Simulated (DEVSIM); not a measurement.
System: abrupt GaAs n-p junction, at 400 K.

```tsv
layer (left to right)	material	thickness (μm)	Nd (cm⁻³)	Na (cm⁻³)	τn (s)	τp (s)
1	GaAs	80.0	5.4e16	-	9e-9	9e-9
2	GaAs	3.60	-	9e15	9e-9	9e-9
```

Left contact: ohmic. Right contact: ohmic. Voltage is applied to the left contact. Recombination: SRH at mid-gap, radiative. Mobility is constant in doping.

This is a model device: material constants are rounded textbook-type values typed into the input, and sizes, dopings and lifetimes were drawn at random. Values at 300 K; Nc and Nv go as T^1.5, mobilities as T to minus their exponent, the gap by Varshni's rule with the affinity fixed.

| parameter | GaAs |
|---|---|
| gap (eV) | 1.424 |
| affinity (eV) | 4.07 |
| permittivity | 12.9 |
| Nc (cm⁻³) | 4.7e17 |
| Nv (cm⁻³) | 9e18 |
| μn (cm²/Vs) | 8500 |
| μp (cm²/Vs) | 400 |
| T exponent of μn | 2.1 |
| T exponent of μp | 2.2 |
| B (cm³/s) | 2e-10 |
| Varshni α (eV/K) | 0.000541 |
| Varshni β (K) | 204 |

Model (solved in DEVSIM): 1D drift-diffusion, Boltzmann statistics, complete ionisation; no tunnelling, impact ionisation, image-force lowering or self-heating.

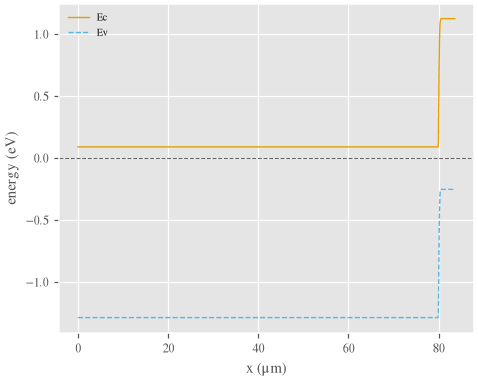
*Band edges at zero bias*

Energies count from the Fermi level of the right contact; mesh points crowd at the junctions.

| x (μm) | Ec (eV) | Ev (eV) | n (cm⁻³) | p (cm⁻³) | field (V/cm) |
|---|---|---|---|---|---|
| 0.000 | 0.089 | -1.288 | 5.4e16 | 820 | ≈ 0 |
| 0.04258 | 0.089 | -1.288 | 5.4e16 | 820 | ≈ 0 |
| 0.1606 | 0.089 | -1.288 | 5.4e16 | 820 | ≈ 0 |
| 0.5094 | 0.089 | -1.288 | 5.4e16 | 820 | ≈ 0 |
| 2.026 | 0.089 | -1.288 | 5.4e16 | 820 | ≈ 0 |
| 5.660 | 0.089 | -1.288 | 5.4e16 | 820 | ≈ 0 |
| 16.39 | 0.089 | -1.288 | 5.4e16 | 820 | ≈ 0 |
| 54.47 | 0.089 | -1.288 | 5.4e16 | 820 | ≈ 0 |
| 71.18 | 0.089 | -1.288 | 5.4e16 | 820 | ≈ 0 |
| 76.83 | 0.089 | -1.288 | 5.4e16 | 820 | ≈ 0 |
| 78.87 | 0.089 | -1.288 | 5.4e16 | 820 | ≈ 0 |
| 79.74 | 0.089 | -1.288 | 5.4e16 | 820 | ≈ 0 |
| 79.92 | 0.098 | -1.279 | 4.2e16 | 1100 | 4100 |
| 79.99 | 0.209 | -1.168 | 1.7e15 | 26000 | 36000 |
| 80.04 | 0.425 | -0.953 | 3.2e12 | 1.4e7 | 41000 |
| 80.14 | 0.790 | -0.587 | 8.0e7 | 5.5e11 | 28000 |
| 80.44 | 1.119 | -0.258 | 5800 | 7.7e15 | 1000 |
| 81.23 | 1.124 | -0.253 | 4900 | 9.0e15 | ≈ 0 |
| 82.93 | 1.124 | -0.253 | 4900 | 9.0e15 | ≈ 0 |
| 83.37 | 1.124 | -0.253 | 4900 | 9.0e15 | ≈ 0 |
| 83.53 | 1.124 | -0.253 | 4900 | 9.0e15 | ≈ 0 |
| 83.60 | 1.124 | -0.253 | 4900 | 9.0e15 | ≈ 0 |
